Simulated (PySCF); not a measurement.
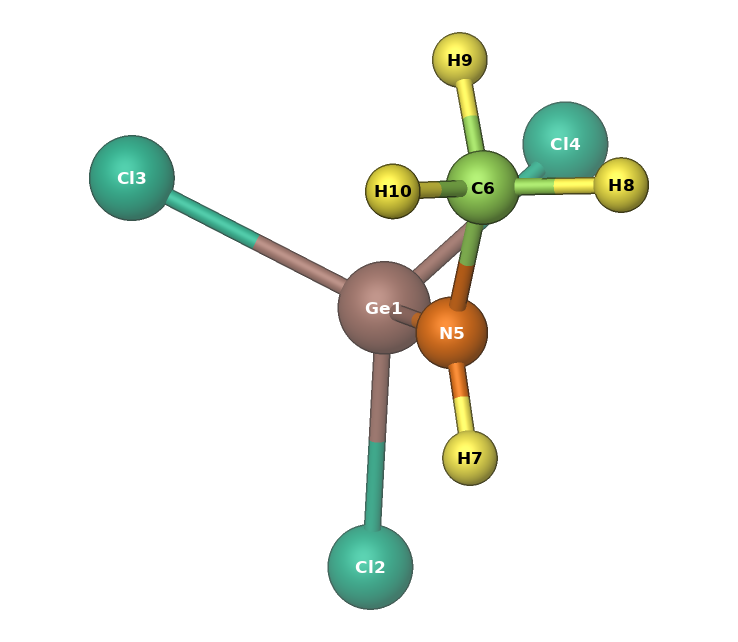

Ge1 lies behind N5. The molecule seen a little off the N5–Ge1 bond, N5 in front. Atoms fade into the background with distance from the viewer. The geometry was computed by an optimisation with PBE0-D3(BJ)/def2-SVP. No frequency run is at hand to confirm it as a minimum.

**What is the torsion angle C6–N5–Ge1–Cl2? The sign is positive where the front bond must turn clockwise to cover the back bond.**

178°, antiperiplanar (anti).
